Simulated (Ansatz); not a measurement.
Profile along the As–Ga line in GaAs (zinc blende)

GaAs (zinc blende), conventional cell a = 5.6590 Å, b = 5.6590 Å, c = 5.6590 Å, α = 90.00°, β = 90.00°, γ = 90.00°. The calculation uses the primitive cell of 2 atoms, to which meshes and values per cell refer.

Fields along a shortest As–Ga line of a {110} plane (2.45 Å), from As to Ga, interpolated on the slice's grid (step about 0.2 Å). Computed with PBEsol (plane waves to 420 eV, PAW, scalar-relativistic; Ansatz, a quantum-chemistry and plane-wave program). k mesh 10×10×10. These are valence fields of a PAW run, semicore shells included where kept as valence: close to a nucleus they are smooth pseudo fields. GaAs was relaxed with its symmetry unable to fall.

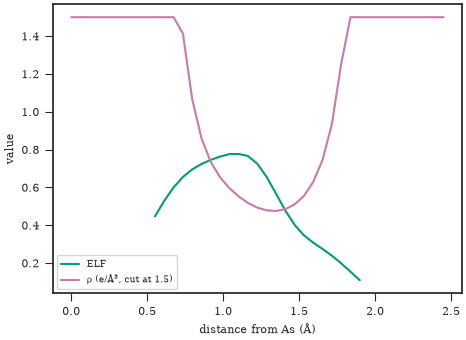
Figure: ELF (away from the nuclei) and valence density from As to Ga.

Density on the As–Ga line (2.45 Å) at its density minimum, 1.3 Å from As: 0.48 e/Å³. ELF at that point: 0.6. ELF maximum in the middle third of the As–Ga line: 0.78, 1.1 Å from As.
